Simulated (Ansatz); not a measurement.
Input

```
crystal:
  periodic: [false, false, false]
  atoms:
    - { symbol: B, position_ang: [-0.026346, 0.424818, -0.032999] }
    - { symbol: H, position_ang: [0.121662, 0.822907, 1.079332] }
    - { symbol: F, position_ang: [1.009771, 0.1787, -0.817094] }
    - { symbol: F, position_ang: [-1.233079, 0.286689, -0.555091] }
    - { symbol: Si, position_ang: [0.122895, -2.510602, 1.10449] }
    - { symbol: H, position_ang: [-0.568999, -2.882239, -0.160055] }
    - { symbol: H, position_ang: [1.553425, -2.919253, 1.044505] }
    - { symbol: H, position_ang: [-0.550292, -3.145353, 2.271384] }
    - { symbol: H, position_ang: [0.046662, -1.045468, 1.265326] }
basis:
  gaussian: { orbitals: def2-SVP }
hamiltonian:
  xc: b3lyp
  dispersion: d4
relax:
  f_tol: 0.03
  max_steps: 50
output:
  orbitals: {}
```

Command:

```sh
ansatz run input.yaml --threads 2 --pin off --max-ram 3072MiB --backend cpu --events-out ev --progress --plain --runs-dir out
```

The fields are those of the run's last geometry, not of the input's.

Level of theory: RKS B3LYP-D4/def2-SVP in Ansatz.

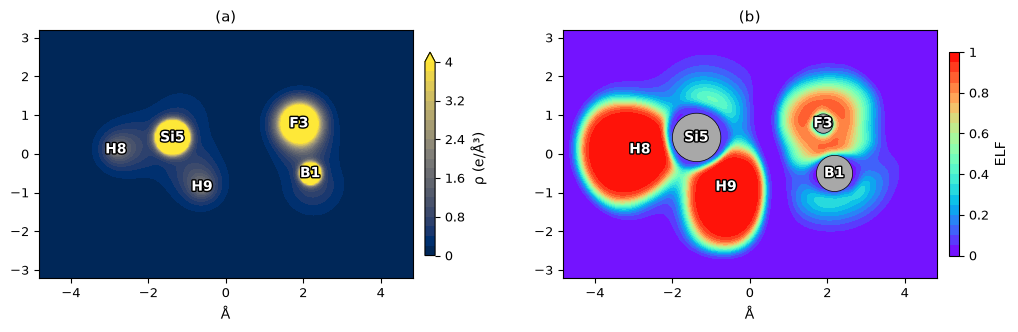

BF$_{2}$H···SiH$_{4}$. (a) total electron density; (b) ELF on the plane of atoms H8, Si5 and H9. Grey discs cover the atomic cores in the ELF map.

**What do the fields say about this system?**

- The plane passes through B, F, Si and H nuclei.
- Si5···B1 (3.68 Å): the density falls to about 0.04 e/Å³ on the way; the ELF dips to about 0 between them: a weak contact between the two molecules.
- B–F (1.32 Å): ρ at the midpoint is about 2.2 e/Å³; the ELF peaks at about 0.85 between the atoms, as expected for a polar covalent bond.
- Si–H (1.49 Å): ρ at the midpoint is about 0.76 e/Å³; the ELF climbs to about 1 towards the hydrogen, as it does in any bond to H.
- The ELF also peaks beside F3, away from the bonds: lone-pair regions.
